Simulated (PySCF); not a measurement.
**WHF: structure of the quintet**

Aim: relax WHF as a quintet from a linear start, check by its vibrations whether the end is a minimum, and collect its spectrum and constants.

Method: PBE0, basis W def2-TZVP with ECP60, H def2-TZVP, F def2-TZVP, scalar-relativistic core potentials, no spin–orbit coupling, density fitting; program: PySCF 2.14.0.

## Step 1: Where the work starts

3 atoms, charge 0, spin multiplicity 5.

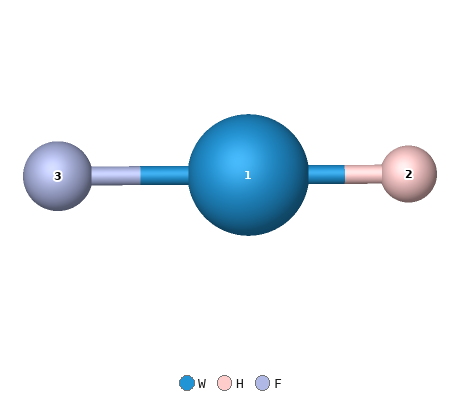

As it starts; tungsten blue, hydrogen pink, fluorine light blue; atoms are numbered from 1 in the order of the file.

Z-matrix (Å, degrees; charge 0 multiplicity 5):
```
W
H  1 1.6900
F  1 2.0100 2 180.00
```

## Step 2: First SCF at the start

The steps below are one call of a driver around PySCF. For each, scf.py gives the equivalent set-up of the SCF; relaxations use the driver's own optimiser. After this first run the driver tries any further starts and a stability analysis.

File scf.py:

```python
from pyscf import gto, scf, dft
mol = gto.M(atom='''
W      0.000000     0.000000     0.000000
H      0.000000     0.000000    -1.690000
F      0.000000     0.000000     2.010000''',
    basis={'W': 'def2-TZVP', 'H': 'def2-TZVP', 'F': 'def2-TZVP'},
    ecp={'W': 'def2-TZVP'},
    charge=0, spin=4)
mf = dft.UKS(mol, xc='PBE0')
mf.grids.atom_grid = (50, 194)
aux = {'W': 'def2-universal-JKFIT', 'H': 'def2-universal-JKFIT', 'F': 'def2-universal-JKFIT'}
mf = mf.density_fit(auxbasis=aux)
mf.conv_tol = 1e-08
mf.diis_space = 10
mf.max_cycle = 60
mf.init_guess = 'minao'
mf.verbose = 4
mf.kernel()
```

Command:

```sh
$ OMP_NUM_THREADS=2 python axn.py task.json out
```

Standard output:

```text
init E= -148.769451384152
[... the frontier-level lines of each cycle are left out ...]
cycle= 1 E= -167.249005617775  delta_E= -18.5  |g|= 0.584  |ddm|= 4.71
cycle= 2 E= -165.57402388364  delta_E= 1.67  |g|=  2.2  |ddm|=  1.3
cycle= 3 E= -167.374326226681  delta_E= -1.8  |g|= 0.0969  |ddm|= 0.955
cycle= 4 E= -167.377787751486  delta_E= -0.00346  |g|= 0.0686  |ddm|= 0.15
cycle= 5 E= -167.37961494862  delta_E= -0.00183  |g|= 0.0132  |ddm|= 0.0507
cycle= 6 E= -167.379718512871  delta_E= -0.000104  |g|= 0.00322  |ddm|= 0.0149
cycle= 7 E= -167.379725924737  delta_E= -7.41e-06  |g|= 0.00127  |ddm|= 0.0055
cycle= 8 E= -167.379727278701  delta_E= -1.35e-06  |g|= 0.00032  |ddm|= 0.00169
cycle= 9 E= -167.379727478198  delta_E= -1.99e-07  |g|= 0.000118  |ddm|= 0.000925
cycle= 10 E= -167.379727490631  delta_E= -1.24e-08  |g|= 3.17e-05  |ddm|= 0.000191
cycle= 11 E= -167.379727491854  delta_E= -1.22e-09  |g|= 5.6e-06  |ddm|= 5.76e-05
Extra cycle  E= -167.379727491914  delta_E= -6.02e-11  |g|= 2.59e-06  |ddm|= 1.07e-05
converged SCF energy = -167.379727491914  <S^2> = 6.0121359  2S+1 = 5.004852
```

This step, with its further starts and checks, ran for 6.8 s (2 threads of Arm Neoverse V1, shared host).

The starts that the driver tried:

```tsv
start	energy (Eh)
the minimal-basis guess	-167.379727
a thermally smeared density	-167.379727
a smeared PBE density	-167.379727
```

No lower solution of this spin turned up from the other starts or in the test of internal stability.

## Step 3: Relaxing the quintet from the linear start

The program finds C∞v symmetry in the start, which this walk keeps. Threshold on the gradient: 0.0003 Eh/bohr, with a further test on the energy change.

scf.py: that of step 2 with these lines changed.

```diff
@@ -3,3 +3,3 @@
-W      0.000000     0.000000     0.000000
-H      0.000000     0.000000    -1.690000
-F      0.000000     0.000000     2.010000''',
+W      0.000000     0.000000    -0.178879
+H      0.000000     0.000000    -1.868879
+F      0.000000     0.000000     1.831121''',
@@ -16 +15,0 @@
-mf.init_guess = 'minao'
```

Steps of the walk:

```tsv
step	energy (Eh)	change (kJ/mol)	largest symmetric gradient (Eh/bohr)
0	-167.379727	0.00	0.05910
1	-167.384443	-12.38	0.02270
2	-167.385334	-14.72	0.00478
3	-167.385445	-15.01	0.00111
4	-167.385451	-15.03	0.00004
```

The walk took 6.6 s.

Positions (Å) and forces (eV/Å) along the way:

```
step 0
W    0.000   0.000  -0.179   0.000   0.000   3.039
H    0.000   0.000  -1.869   0.000   0.000  -1.413
F    0.000   0.000   1.831   0.000   0.000  -1.626
step 1
W    0.000   0.000  -0.139   0.000   0.000   1.167
H    0.000   0.000  -1.876   0.000   0.000  -0.786
F    0.000   0.000   1.798   0.000   0.000  -0.382
step 2
W    0.000   0.000  -0.114   0.000   0.000   0.004
H    0.000   0.000  -1.895   0.000   0.000  -0.246
F    0.000   0.000   1.792   0.000   0.000   0.242
step 3
W    0.000   0.000  -0.112   0.000   0.000   0.012
H    0.000   0.000  -1.906   0.000   0.000  -0.057
F    0.000   0.000   1.801   0.000   0.000   0.045
step 4
W    0.000   0.000  -0.111   0.000   0.000   0.001
H    0.000   0.000  -1.909   0.000   0.000  -0.002
F    0.000   0.000   1.803   0.000   0.000   0.001
```

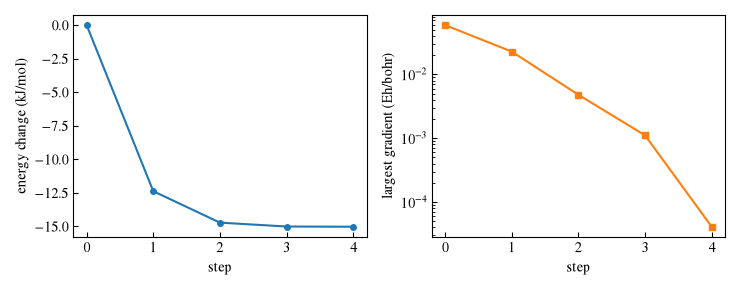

How energy and gradient fall.

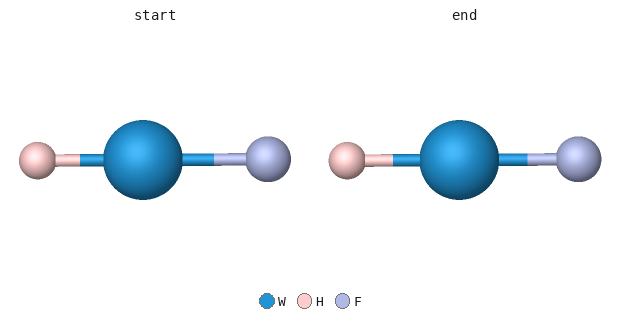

The geometry along the walk, at one scale.

After 4 steps and 15.0 kJ/mol it ends at C∞v: W–F 1.914 Å, W–H 1.798 Å; F–W–H 180.0°.

## Step 4: Hessian and properties

The point is checked on the finer grid, and tightened if its gradient asks for it. The Hessian and the dipole derivatives come from central differences of analytic gradients, with steps of 0.02 bohr.

scf.py: that of step 3 with these lines changed.

```diff
@@ -3,3 +3,3 @@
-W      0.000000     0.000000    -0.178879
-H      0.000000     0.000000    -1.868879
-F      0.000000     0.000000     1.831121''',
+W     -0.000000     0.000000    -0.169425
+H     -0.000000     0.000000    -1.967885
+F      0.000000     0.000000     1.744787''',
@@ -10 +10 @@
-mf.grids.atom_grid = (50, 194)
+mf.grids.atom_grid = (75, 302)
@@ -13 +13 @@
-mf.conv_tol = 1e-08
+mf.conv_tol = 1e-10
```

The driver hands on the density of the step before, so the log starts near convergence.

Log of the central SCF (cycles and frontier levels):

```text
init E= -167.385497126924
[... the frontier-level lines of each cycle are left out ...]
cycle= 1 E= -167.385497126924  delta_E= 7.67e-13  |g|= 2.35e-06  |ddm|= 1.97e-06
Extra cycle  E= -167.385497126918  delta_E= 5.71e-12  |g|= 4.63e-06  |ddm|= 3.22e-06
converged SCF energy = -167.385497126918  <S^2> = 6.0110392  2S+1 = 5.0044137
```

The whole step took 27 s.

Geometry: C∞v; W–F 1.914 Å, W–H 1.798 Å; F–W–H 180.0°.

Harmonic modes (main isotopes):

```
ω (cm⁻¹)  IR (km/mol)  μ (u)
    608i          152   1.07
     295         30.5   1.07
     615          172  20.55
    1819          218   1.01
```

With 1 mode imaginary (up to 608i cm⁻¹) this point is a saddle.

Here the density breaks the symmetry of the frame, and no labels are given; pairs that should be degenerate can split.

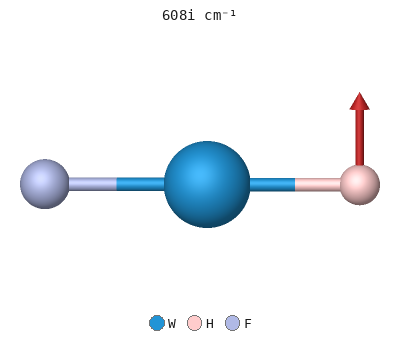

The imaginary mode, as arrows.

Constants and moments:

* Dipole moment: 0.13 D
* Highest occupied level: -6.42 eV
* Lowest empty level: -3.67 eV
* Rotational constants: 0.2515 cm⁻¹
* Zero-point energy (real modes): 16.3 kJ/mol
* Principal polarisabilities: 42.8, 43.4, 43.9 bohr³
* Atomisation energy without zero-point energy: 783 kJ/mol
* Principal traceless quadrupole moments about the centre of mass: -11.34, 4.40, 6.94 D Å
* Spin squared ⟨S²⟩: 6.011

Charges (e) and bond orders:

| atom | Mulliken | Löwdin | polar tensor | spin (Mulliken) | Mayer order to W1 |
| --- | --- | --- | --- | --- | --- |
| W1 | 0.59 | 0.53 | 1.08 | 4.10 | – |
| H2 | -0.14 | -0.22 | -0.35 | -0.09 | 0.96 |
| F3 | -0.45 | -0.31 | -0.73 | -0.01 | 0.89 |

Mulliken populations on W1 (outside its core potential): s 2.96, p 6.30, d 4.10, f 0.05.

## Step 5: Following the imaginary mode

The start is the last point, displaced along its most imaginary mode.

The program finds Cs symmetry in the start, which this walk keeps. The walk stops when the largest gradient is under 0.0003 Eh/bohr and the energy has settled too.

scf.py: that of step 4 with these lines changed.

```diff
@@ -3,3 +3,3 @@
-W     -0.000000     0.000000    -0.169425
-H     -0.000000     0.000000    -1.967885
-F      0.000000     0.000000     1.744787''',
+W     -0.000717     0.001055    -0.169420
+H      0.067452    -0.099249    -1.967880
+F      0.003362    -0.004947     1.744792''',
@@ -10 +10 @@
-mf.grids.atom_grid = (75, 302)
+mf.grids.atom_grid = (50, 194)
@@ -13 +13 @@
-mf.conv_tol = 1e-10
+mf.conv_tol = 1e-08
```

Steps of the walk:

```tsv
step	energy (Eh)	change (kJ/mol)	largest symmetric gradient (Eh/bohr)
0	-167.385826	0.00	0.00492
1	-167.386580	-1.98	0.00830
2	-167.388570	-7.21	0.01232
3	-167.392521	-17.58	0.01388
4	-167.397379	-30.33	0.01536
5	-167.403213	-45.65	0.03067
6	-167.407182	-56.07	0.01735
7	-167.409179	-61.31	0.01321
8	-167.409915	-63.25	0.00410
9	-167.409949	-63.34	0.00038
10	-167.409950	-63.34	0.00007
```

The walk took 17 s.

Geometry (Å) and forces (eV/Å) at some steps:

```
step 0
W   -0.001   0.001  -0.169  -0.172   0.253  -0.041
H    0.067  -0.099  -1.968   0.087  -0.128   0.071
F    0.003  -0.005   1.745   0.085  -0.125  -0.030
step 1
W   -0.019   0.028  -0.171  -0.290   0.427  -0.040
H    0.077  -0.113  -1.963   0.146  -0.216   0.085
F    0.012  -0.018   1.742   0.143  -0.211  -0.045
step 5
W   -0.292   0.429  -0.182   0.731  -1.111   0.257
H    0.215  -0.316  -1.811  -0.384   0.565   1.320
F    0.147  -0.216   1.601  -0.347   0.546  -1.577
step 10
W   -0.298   0.438  -0.207  -0.017  -0.010  -0.004
H    0.212  -0.312  -1.669   0.001  -0.002   0.000
F    0.156  -0.229   1.484   0.015   0.012   0.004
```

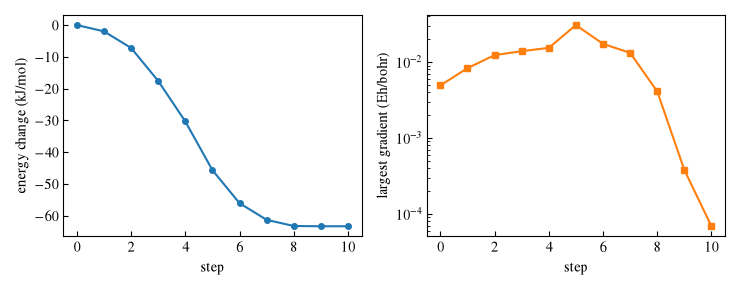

Energy and largest gradient along the walk.

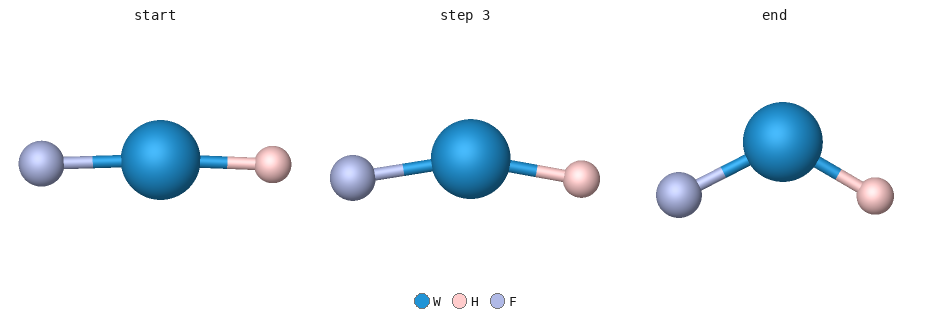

The geometry along the walk, at one scale.

End point (Cs, 10 steps, 63.3 kJ/mol gained): W–F 1.874 Å, W–H 1.721 Å; F–W–H 122.7°.

## Step 6: Hessian and properties

As before: finer grid, then central differences.

scf.py: that of step 5 with these lines changed.

```diff
@@ -3,3 +3,3 @@
-W     -0.000717     0.001055    -0.169420
-H      0.067452    -0.099249    -1.967880
-F      0.003362    -0.004947     1.744792''',
+W     -0.044930     0.066110    -0.150317
+H      0.465533    -0.684988    -1.611984
+F      0.408846    -0.601579     1.540575''',
@@ -10 +10 @@
-mf.grids.atom_grid = (50, 194)
+mf.grids.atom_grid = (75, 302)
@@ -13 +13 @@
-mf.conv_tol = 1e-08
+mf.conv_tol = 1e-10
```

Log of the central SCF (cycles and frontier levels):

```text
init E= -167.409955305973
[... the frontier-level lines of each cycle are left out ...]
cycle= 1 E= -167.409955305966  delta_E= 7.39e-12  |g|= 1.8e-06  |ddm|= 3.16e-06
Extra cycle  E= -167.409955305964  delta_E= 1.42e-12  |g|= 3.08e-06  |ddm|= 3.87e-06
converged SCF energy = -167.409955305964  <S^2> = 6.0158771  2S+1 = 5.0063468
```

The whole step ran for 31 s (2 threads of Arm Neoverse V1, shared host).

Geometry: Cs; W–F 1.874 Å, W–H 1.721 Å; F–W–H 122.6°.

Harmonic modes (main isotopes):

| symmetry | ω (cm⁻¹) | IR (km/mol) | μ (u) | type |
| --- | --- | --- | --- | --- |
| a' | 505 | 20.9 | 1.08 | bend |
| a' | 663 | 137 | 17.07 | stretch |
| a' | 1952 | 134 | 1.01 | stretch |

Every mode is real; the point is a minimum.

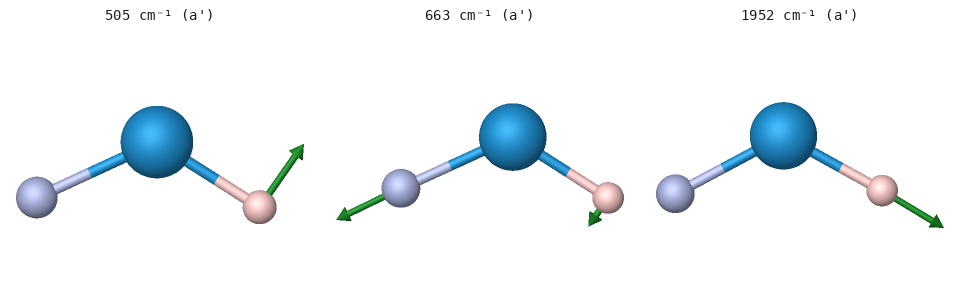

How the atoms move in 3 of the modes.

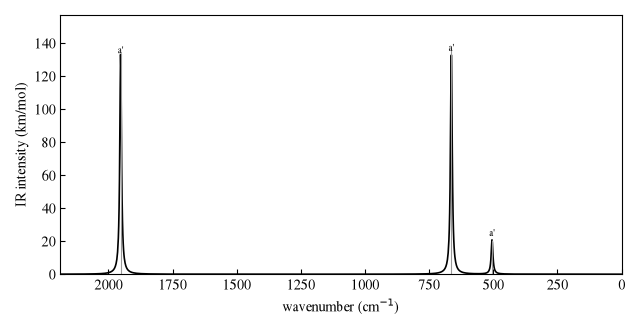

The harmonic infrared spectrum (widths in cm⁻¹). Lines are broadened to a width of 8 cm⁻¹ (Lorentzian).

Constants and moments:

```yaml
Dipole_moment: 2.14 D
Highest_occupied_level: -6.07 eV
Lowest_empty_level: -2.25 eV
Rotational_constants: 8.17, 0.2731, 0.2643 cm⁻¹
Zero-point_energy: 18.7 kJ/mol
Principal_polarisabilities: 43.5, 47.6, 48.1 bohr³
Atomisation_energy_without_zero-point_energy: 847 kJ/mol
Principal_traceless_quadrupole_moments_about_the_centre_of_mass: -4.30, 1.64, 2.67 D Å
Entropy_at_298.15_K_and_1_bar_electronic_part_spin_only: 278.7 J/(mol K)
Heat_capacity_Cp_at_298.15_K: 42.3 J/(mol K)
Enthalpy_at_298.15_K_above_0_K: 10.83 kJ/mol
Rotational_symmetry_number: 1
Spin_squared_⟨S²⟩: 6.016
```

Charges (e) and bond orders:

| atom | Mulliken | Löwdin | polar tensor | spin (Mulliken) | Mayer order to W1 |
| --- | --- | --- | --- | --- | --- |
| W1 | 0.52 | 0.40 | 0.89 | 4.12 | – |
| H2 | -0.11 | -0.13 | -0.25 | -0.12 | 0.97 |
| F3 | -0.42 | -0.27 | -0.65 | 0.00 | 0.95 |

Mulliken populations on W1 (outside its core potential): s 2.88, p 6.26, d 4.29, f 0.04.

## Step 7: All stationary points

| spin | group | bonds | imaginary modes (cm⁻¹) | ΔE (kJ/mol) | with zero-point energy |
| --- | --- | --- | --- | --- | --- |
| quintet | Cs | W–F 1.874 Å, W–H 1.721 Å | none | 0.0 | 0.0 |
| quintet | C∞v (density of lower symmetry) | W–F 1.914 Å, W–H 1.798 Å | 608i | 64.2 | – |

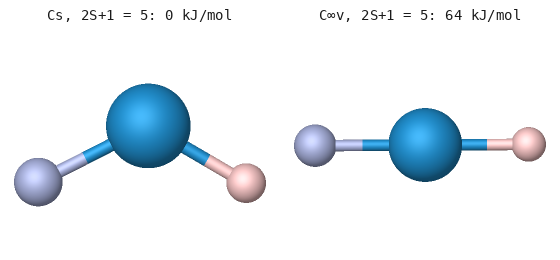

The points, lowest first (tungsten blue, hydrogen pink, fluorine light blue).

## Step 8: Summary of results

| quantity | value |
| --- | --- |
| minimum | quintet, Cs |
| geometry | W–F 1.874 Å, W–H 1.721 Å; F–W–H 122.6° |
| wavenumbers (cm⁻¹) | 505 (a'), 663 (a'), 1952 (a') |
| dipole moment | 2.14 D |
| highest occupied, lowest empty level (either spin) | -6.07, -2.25 eV |
| polar-tensor charge of W1 | +0.89 e |
| zero-point energy | 18.7 kJ/mol |
| entropy at 298.15 K | 278.7 J/(mol K) |
| atomisation energy (no zero-point energy) | 847 kJ/mol |
| ⟨S²⟩ | 6.016 |

**Reading.** From C∞v at the start the molecule goes to a Cs minimum, after a stop at a saddle point 64.2 kJ/mol higher, from which it was pushed off along an imaginary mode. The strongest infrared band lies at 663 cm⁻¹ (a', stretch). Most of the spin sits on W1 (Mulliken spin 4.12, against 4 for the whole molecule). Only this shape and spin were tried, so other structures or states may lie lower. One determinant may miss the lowest occupation of an open d or f shell. With an element this heavy the missing spin–orbit coupling can shift these numbers.

The search up to here took 88 s.
